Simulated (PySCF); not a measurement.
SMILES [Si](Cl)(Cl)(Cl)[SiH2]c1ccccc1, singlet at its GFN2-xTB optimised geometry (Å):

```
18

Cl    -3.7883    -0.8157     0.6145
Si    -2.1825    -1.7368     1.4639
Cl    -2.8526    -3.5472     2.1047
Cl    -1.7343    -0.6619     3.1339
Si    -0.3827    -1.9361    -0.0023
C      0.6006    -0.3246     0.0000
C     -0.0549     0.9062    -0.0043
C      0.6546     2.0927    -0.0065
C      2.0397     2.0720    -0.0026
C      2.7082     0.8594     0.0000
C      1.9932    -0.3246     0.0000
H      0.5010    -3.0360     0.4042
H     -0.8663    -2.2219    -1.3611
H     -1.1358     0.9340    -0.0046
H      0.1281     3.0360    -0.0083
H      2.5956     2.9980    -0.0003
H      3.7883     0.8377     0.0033
H      2.5208    -1.2672     0.0021
```

Level of theory: CAM-B3LYP/def2-SVP (PySCF). Cells within 0.4 Å of a nucleus heavier than hydrogen are left out (blank, or x).

Map of the log10 of the electron density (e/bohr³), floored at −4 on the plane z = 0.0 Å:

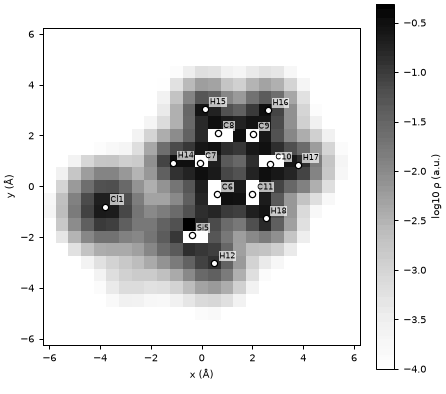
Figure: Log10 of the electron density (e/bohr³), floored at −4 on the plane z = 0.0 Å.
